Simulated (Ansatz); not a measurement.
**CH4Cl3NSi (SMILES CN[Si](Cl)(Cl)Cl): density, localisation and related maps**

Input

```
crystal:
  periodic: [false, false, false]
  atoms:
    - {symbol: C, position_ang: [0.362661, -1.199626, 0.755704]}
    - {symbol: N, position_ang: [0.649575, -0.077052, -0.115897]}
    - {symbol: Si, position_ang: [-0.464403, 1.085464, -0.595751]}
    - {symbol: Cl, position_ang: [-2.031157, 0.346353, -1.680231]}
    - {symbol: Cl, position_ang: [0.523826, 2.443451, -1.739279]}
    - {symbol: Cl, position_ang: [-1.295599, 1.986267, 1.030059]}
    - {symbol: H, position_ang: [1.222978, -1.420215, 1.391636]}
    - {symbol: H, position_ang: [0.092920, -2.105199, 0.202472]}
    - {symbol: H, position_ang: [-0.470552, -0.948709, 1.414685]}
    - {symbol: H, position_ang: [1.492851, -0.161834, -0.660298]}
basis:
  gaussian: {orbitals: def2-TZVPP}
hamiltonian: {xc: pbe0, dispersion: d4}
output: {orbitals: {seedname: orbitals}}
```

Launched as:

```sh
ansatz run in.yaml --threads 8 --pin off --events-out ev --progress --plain --max-ram 18278MiB
```

Geometry: PBE0-D4/def2-TZVP.

All numbers below come from Ansatz 0.2.0, RKS PBE0-D4/def2-TZVPP.

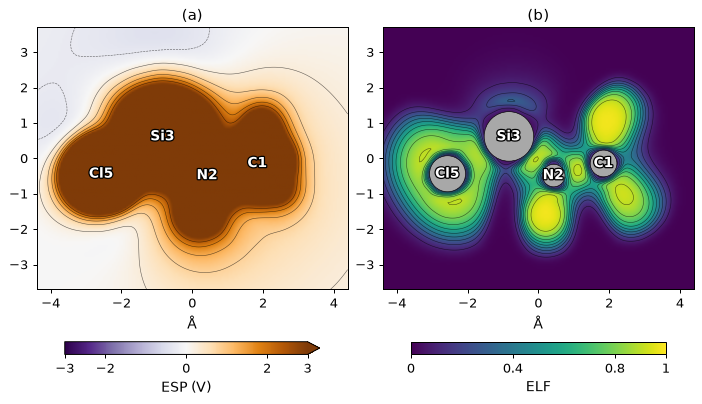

Figure 1. (a) molecular electrostatic potential; (b) electron localisation function on the plane of atoms C1, N2 and Si3. Grey discs cover the atomic cores in the ELF map.

### Describe what can be read from this map.

- The plane passes through C, N, Si and Cl nuclei.
- C–N (1.45 Å): the ELF peaks at about 0.90 between the atoms: localised, covalent bonding.
- Si–N (1.68 Å): the ELF peaks at about 0.90 between the atoms: a polar covalent bond.
- Si–Cl (2.03 Å): the ELF peaks at about 0.85 between the atoms: a shared but strongly polarised pair.
- The ELF also peaks beside Cl5, away from the bonds: lone-pair regions.
- Outside the dense part of the molecule the potential is most negative (−0.4 V) near Cl6, which lies off the plane.

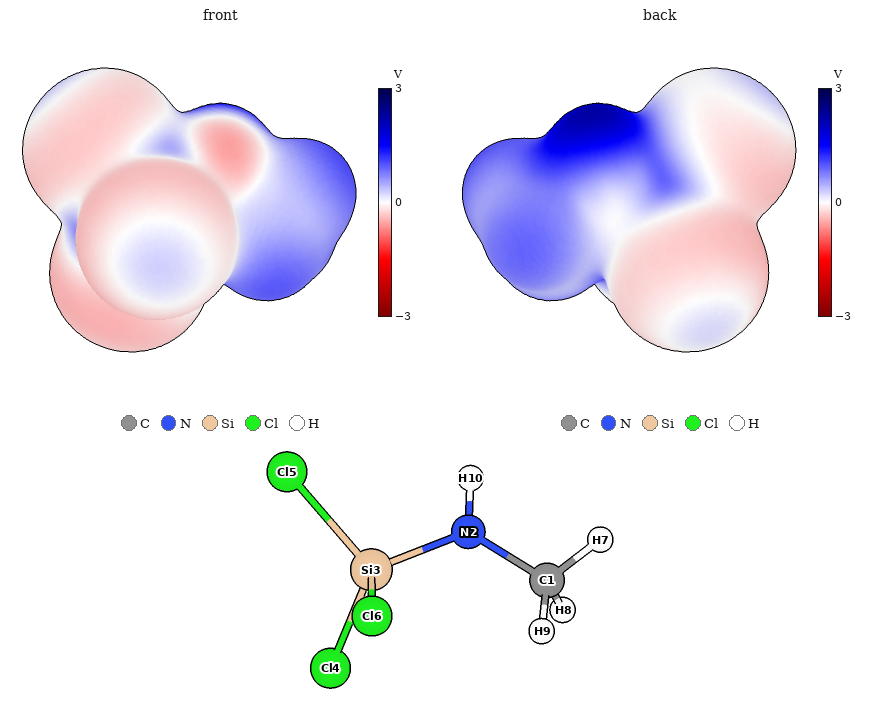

Figure 2. The electrostatic potential painted on the density surface at 0.002 e/bohr³, seen from the front and from behind; red is negative and blue positive. The bare structure is drawn below in the same view.

### Describe the electrostatic potential map.

The most negative region (about −0.5 V, or −12 kcal/mol for a unit charge) lies over N2, the most positive (about +2.1 V, or +48 kcal/mol for a unit charge) over H10. Cl4 shows a σ-hole: about +0.2 V at the tip opposite its bond, against about −0.3 V, or −7 kcal/mol for a unit charge on its flanks. Cl5 shows a σ-hole: about +0.3 V, or +7 kcal/mol for a unit charge at the tip opposite its bond, against about −0.2 V on its flanks. Cl6 shows a σ-hole: about +0.3 V at the tip opposite its bond, against about −0.3 V on its flanks.

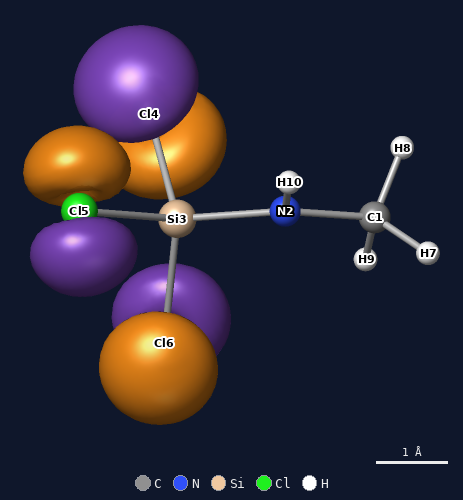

Figure 3. The HOMO−1 at ±0.15 Å⁻³ᐟ² (orange and purple are the two phases), seen from one side.

### Describe this orbital and give its energy.

By Hirshfeld shares it lies mainly on Cl4 (about 40 %), Cl6 (about 30 %) and Cl5 (about 20 %); largely a combination of lone pairs on Cl4, Cl6 and Cl5. Its energy is −9.05 eV.

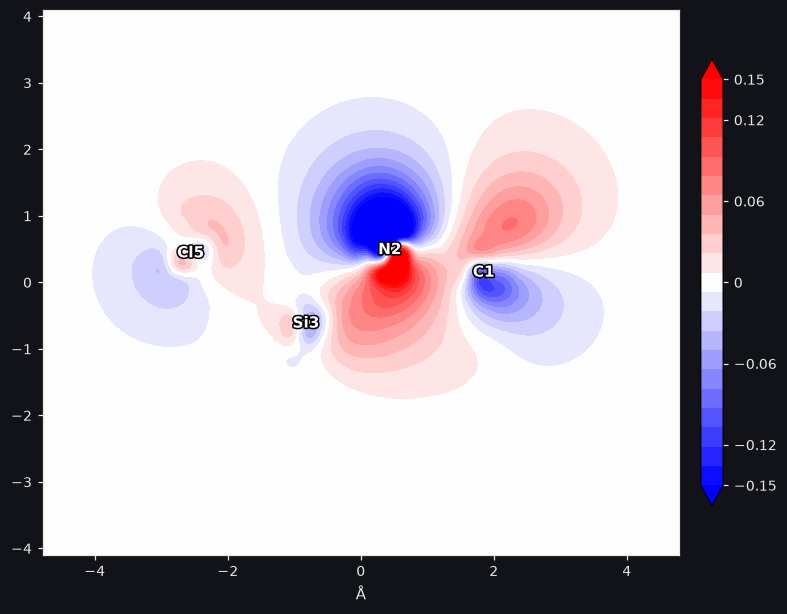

Figure 4. The HOMO on the plane of atoms N2, Si3 and Cl5 (values in Å⁻³ᐟ²; the overall sign is arbitrary).

### Describe this orbital and give its energy.

By Hirshfeld shares it lies mainly on N2 (about 55 %), C1 (about 10 %), Si3 (about 10 %), Cl4 (about 5 %) and H8 (about 5 %). Its energy is −7.64 eV.
